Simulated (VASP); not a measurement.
Band structure of Ta$_{2}$O$_{5}$ (space group P2/m). Level of theory: modified Becke-Johnson potential (mBJ), VASP's PBE PAW potentials (set 64) (plane waves; VASP 6.6.1).

mBJ is a potential without an energy functional, so only the levels count. Unless said otherwise, spin-orbit coupling is left out, though it shifts the bands of the heavy elements here.

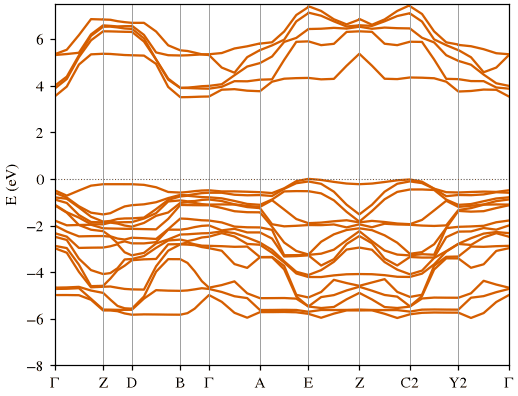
Bands along high-symmetry lines, zero at the valence-band maximum or, without a gap, the Fermi level

Problem. Read the plot: is there a gap, and where are the band edges?

Solution. The gap is indirect, 3.50 eV, from the valence maximum at E to the conduction minimum at B.

The structure comes from a computed database's Ta2O5 entry (P2/m); how it stands against other phases isn't given here. It was relaxed first. The k-mesh is coarse (spacing up to 0.42 per Å, 2π included), so the numbers may not be converged in it. The cell's shape comes from a PBE relaxation.
